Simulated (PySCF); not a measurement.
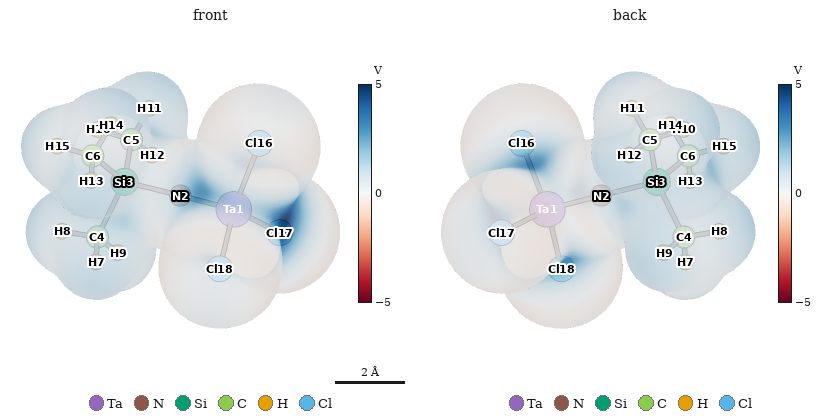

The picture shows: C₃H₉Cl₃NSiTa. The electrostatic potential painted on the density surface at 0.004 e/bohr³, seen from the front and from behind; the colour scale runs from red (negative) to blue (positive).

Geometry: PBE0-D3(BJ)/def2-SVP; core potentials replace the inner electrons of Ta.

The calculation used wB97X-D/def2-SVPD, SCF density, gas phase, scalar-relativistic core potentials on the heavy atoms (PySCF).

```json
{"atom": "Ta", "x (Å)": "0.2095", "y (Å)": "-0.3481", "z (Å)": "-2.9136"}
{"atom": "N", "x (Å)": "0.0717", "y (Å)": "-0.0717", "z (Å)": "-1.1949"}
{"atom": "Si", "x (Å)": "-0.0457", "y (Å)": "0.0926", "z (Å)": "0.5608"}
{"atom": "C", "x (Å)": "-1.8587", "y (Å)": "-0.0564", "z (Å)": "1.0043"}
{"atom": "C", "x (Å)": "0.6488", "y (Å)": "1.7713", "z (Å)": "1.0138"}
{"atom": "C", "x (Å)": "0.9687", "y (Å)": "-1.3028", "z (Å)": "1.2904"}
{"atom": "H", "x (Å)": "-2.2607", "y (Å)": "-1.0228", "z (Å)": "0.6631"}
{"atom": "H", "x (Å)": "-2.0108", "y (Å)": "0.0139", "z (Å)": "2.0930"}
{"atom": "H", "x (Å)": "-2.4428", "y (Å)": "0.7440", "z (Å)": "0.5243"}
{"atom": "H", "x (Å)": "0.6126", "y (Å)": "1.9349", "z (Å)": "2.1026"}
{"atom": "H", "x (Å)": "1.6973", "y (Å)": "1.8577", "z (Å)": "0.6892"}
{"atom": "H", "x (Å)": "0.0741", "y (Å)": "2.5744", "z (Å)": "0.5270"}
{"atom": "H", "x (Å)": "0.5753", "y (Å)": "-2.2766", "z (Å)": "0.9598"}
{"atom": "H", "x (Å)": "2.0166", "y (Å)": "-1.2297", "z (Å)": "0.9601"}
{"atom": "H", "x (Å)": "0.9526", "y (Å)": "-1.2812", "z (Å)": "2.3914"}
{"atom": "Cl", "x (Å)": "2.4651", "y (Å)": "-0.5743", "z (Å)": "-3.3423"}
{"atom": "Cl", "x (Å)": "-0.7599", "y (Å)": "1.4739", "z (Å)": "-3.9363"}
{"atom": "Cl", "x (Å)": "-0.9701", "y (Å)": "-2.2823", "z (Å)": "-3.3151"}
```

Where is the surface potential most negative and most positive?

The most negative region (about −0.3 V) lies over Cl16, Cl17 and Cl18, the most positive (about +4.3 V) over Ta1.

How polar is the molecule by this calculation?

Its dipole moment is 2.11 D.
